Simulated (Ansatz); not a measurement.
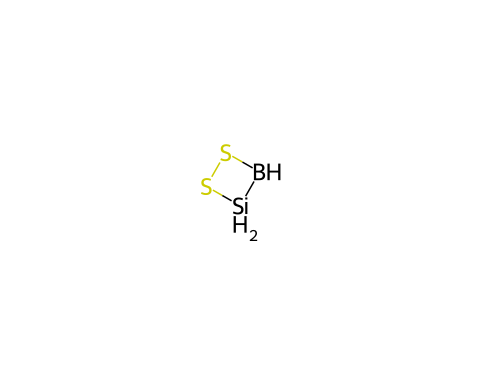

Computed geometry: PBE-D4/def2-SVP optimisation. No frequency run is at hand to confirm it as a minimum. Method: RKS PBE-D4/def2-SVP (Ansatz 0.2.0).

Computed properties:

The species is BH3S2Si (`B1[SiH2]SS1`).
- dipole moment: 1.17 D
- dispersion correction: −21.8 kJ/mol
